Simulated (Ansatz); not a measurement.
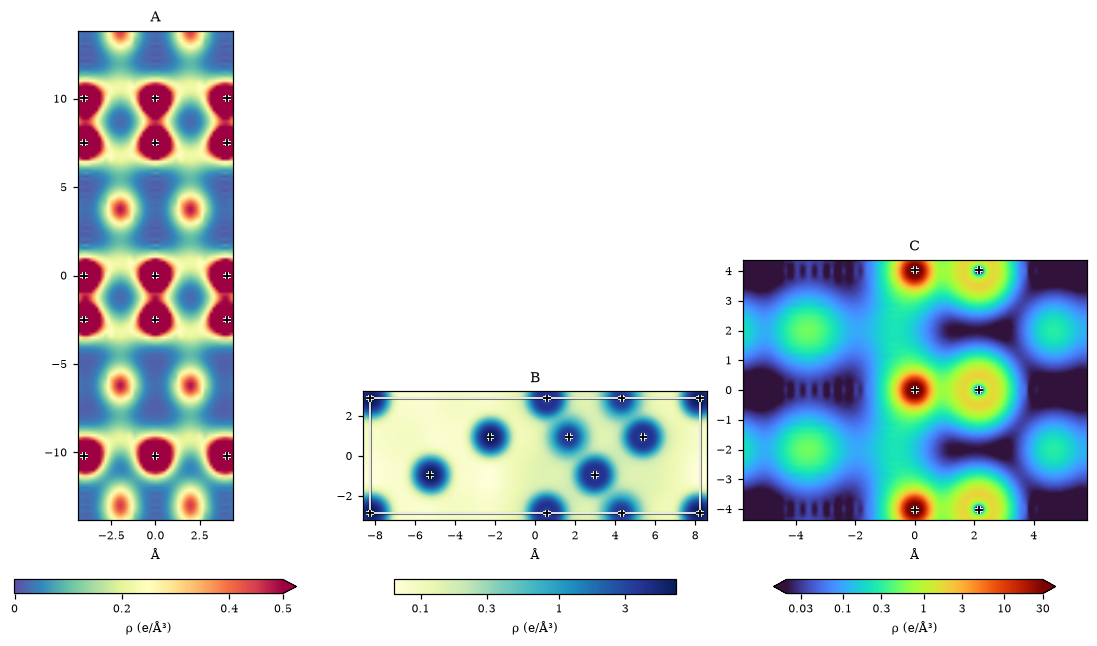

The valence electron density of 3 systems, each on a plane through atoms (crosses mark nuclei in the plane).

These are results of DFT PBE, scalar-relativistic, plane waves, PAW (Ansatz 0.2.0), not measurements.

System 1: Ge$_{7}$As, the (100) plane of the conventional cell. Space group P-3m1; a generated structure, not necessarily the stable one.

System 2: Ca$_{3}$Zr$_{3}$N$_{2}$, the (110) plane of the conventional cell. Space group P-3m1; a generated structure, not necessarily the stable one; changed on purpose from its base cell (volume × 0.88, shape and atoms relaxed); computed pressure about 9 GPa in this cell.

System 3: Ge$_{2}$Cl, the (11̄0) plane of the conventional cell. Space group P-3m1; a generated structure, not necessarily the stable one; changed on purpose from its base cell (volume × 0.88, shape and atoms relaxed); computed pressure about 3 GPa in this cell.

**Match each panel to its system.**

Panel A is system 1, Ge$_{7}$As: the plane holds Ge and As. Ge–Ge (2.49 Å): the density is about 0.5 e/Å³ at the midpoint, with its minimum of 0.44 e/Å³ about 1.1 Å from Ge. Panel B is system 2, Ca$_{3}$Zr$_{3}$N$_{2}$: the plane holds Ca, Zr and N. Zr–N (2.21 Å): ρ at the midpoint is about 0.56 e/Å³. Panel C is system 3, Ge$_{2}$Cl: the plane holds Ge and Cl. Ge–Cl (2.17 Å): ρ at the midpoint is about 0.75 e/Å³.
